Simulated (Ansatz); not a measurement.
A hypothetical phase is included: elements placed on a structure type, which no database files for this compound.

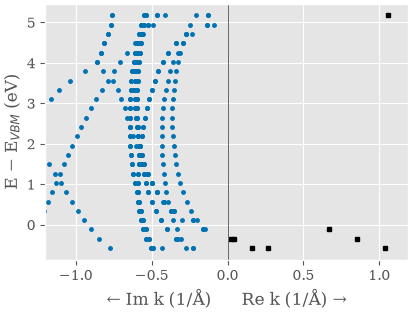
*Complex bands at the centre of the two-dimensional zone; r2SCAN in Ansatz (a program for electronic structure)*

The gap is the functional's own, uncorrected, and κ follows it; spin-orbit coupling is left out. Mid-gap means the computed energy nearest the middle.

Problem. This is HfO₂ (P-3m1, CdI2 type, 3 atoms a cell, 14.1 Å³ an atom, -2 GPa at this level) along the normal of (110). Read off the slowest decay at the centre of the two-dimensional zone at 2.42 eV, the computed energy nearest the middle of the gap.

Solution. κ ≈ 0.36 1/Å, a decay length 1/(2κ) of the density of 1.4 Å.
